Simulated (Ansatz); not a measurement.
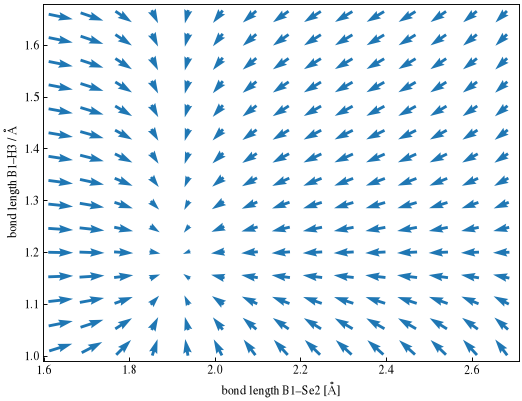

BH₂Se, SMILES [BH][SeH], spin multiplicity 2. Coordinates scanned: (1) bond length B1–Se2; (2) bond length B1–H3. Nothing is relaxed (all other coordinates rigid). The grid has 15 × 15 points. Theory: Ansatz 0.2.0, UHF/def2-TZVP.

Drawn: arrows along the force (downhill), their lengths compressed.

Question: The arrows alone are given. Where is the energy lowest?

Answer: The arrows converge at about bond length B1–Se2 = 1.906 Å, bond length B1–H3 = 1.182 Å (read from the interpolated surface).

The energy map of the same scan:

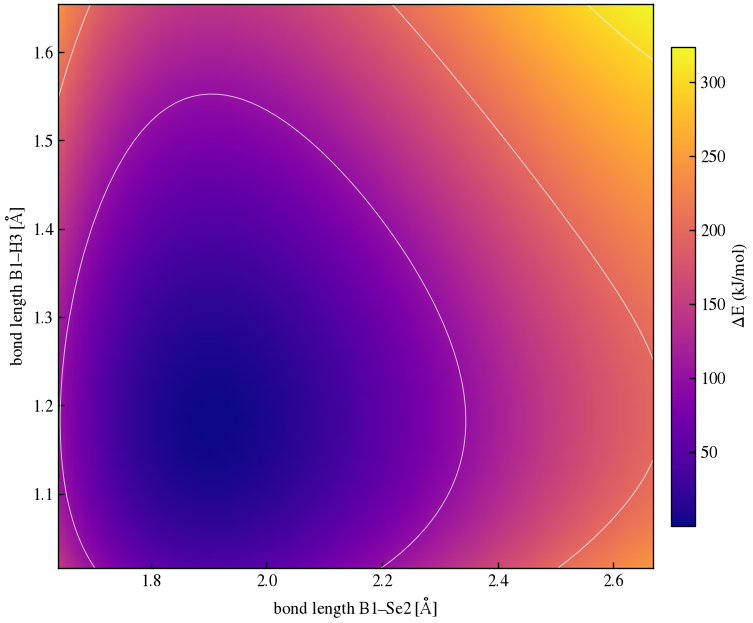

Energies are in kJ/mol, from the relaxed molecule at the same level; between grid points the surface is interpolated.
